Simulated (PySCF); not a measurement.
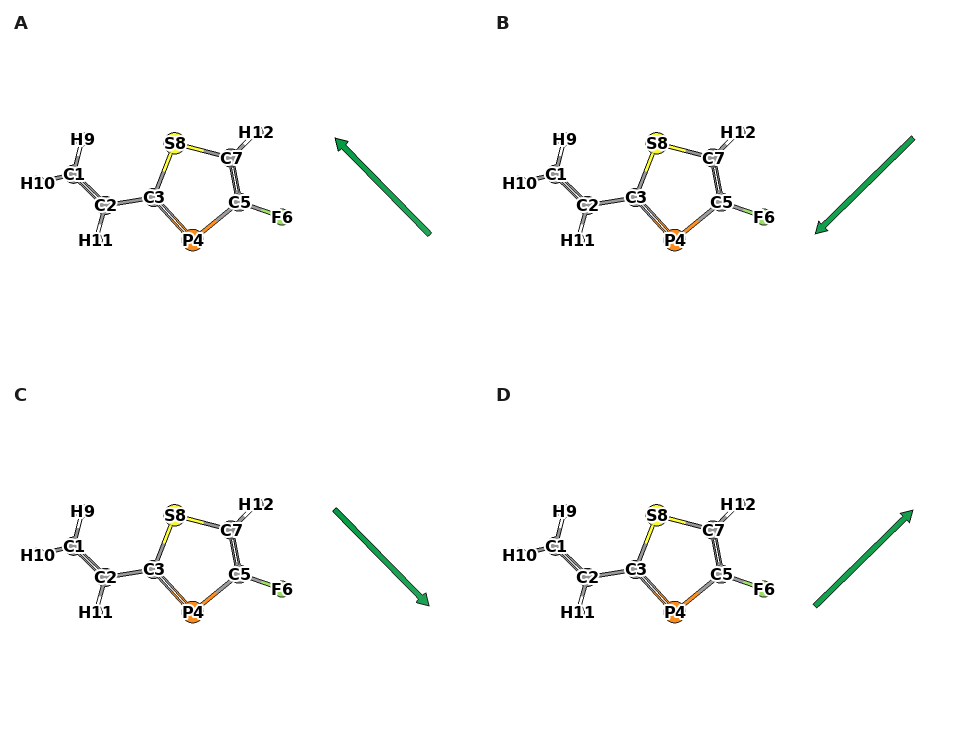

The same molecule four times, each with an arrow. The geometry was computed by an optimisation with GFN2-xTB. No frequency run is at hand to confirm it as a minimum. Level of theory: B3LYP/def2-SVPD, gas phase (PySCF 2.14.0).

Question: Which arrow points along the dipole moment, from the negative to the positive end?

Answer: A. The dipole moment is 1.95 D; it points from the side of F6 to the side of H9, H10 (the outermost atoms at the two ends).

The geometry is semi-empirical. Around P such bond lengths and angles can be off by a tenth of an ångström or more and by several degrees, and values that hang on the shape move with them.
